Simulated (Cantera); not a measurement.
Charge: 1 mol SiH4, 0.96 mol N2, held at 8.50e-5 bar.

Cantera equilibrium calculation (NASA polynomials, part measured and part estimated; ideal gas, pure solids and liquids). Candidate condensed phases: Si, Si3N4; 18 gas species. N2 is the only nitrogen source here; it is nearly inert below about 1500 K, so the nitride shown seldom forms there in practice. The tables' values for SiN are old estimates; treat these amounts as uncertain. Gases not in the tables: Si2H6 and higher silanes. Rates play no part.

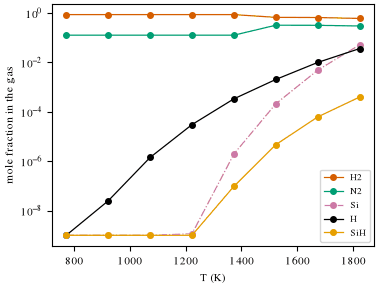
Fig. 1. Equilibrium gas composition (values under 1e-9 drawn at 1e-9)

From 773 K to 1373 K the condensed part is Si3N4(s). From 1523 K to 1673 K the condensed part is Si(s). At 1823 K the condensed part is Si(l).
